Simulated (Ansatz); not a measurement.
Electronic density of states of amorphous Hf18O37Zn, density 8.81 g/cm³, on a 2×2×2 Γ-centred mesh with a Gaussian width of 0.1 eV; energies count from the Fermi level, whose place inside the gap is arbitrary. Cell and mesh are small, so fine structure isn't converged. Level of theory: PBE, scalar-relativistic without spin-orbit coupling (plane waves to 420 eV, PAW; Ansatz, an electronic-structure program). Sampling: a 2×2×2 Γ-centred mesh; Fermi-Dirac width 0.02 eV; no spin polarisation.

Preparation: random packing, a CHGNet melt and quench, and a DFT relaxation. O atoms were pushed apart under 1.9 Å during the dynamics, to hinder bonds among them. The hot cell started wider than the set density and was brought back towards it in steps. It is the lowest in DFT energy of 2 quenches. It is a model cell: composition and starting density were chosen by hand, and all elements were melted together. No dispersion term was used. Its density started from a set value of 8.88 and ended at 8.81 g/cm³. Cooling (nominally 300 K/ps over its main leg) ran many orders faster than in experiment, which tends to leave more defects and strain. Values belong to this one cell and scatter from quench to quench. Volume and shape were free in the relaxation.

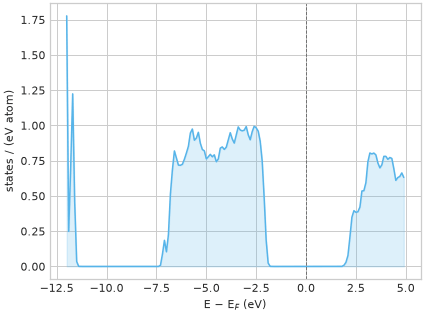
*Density of states per atom*

The gap on this mesh is 4.05 eV; the broadening fills part of it in the curve.
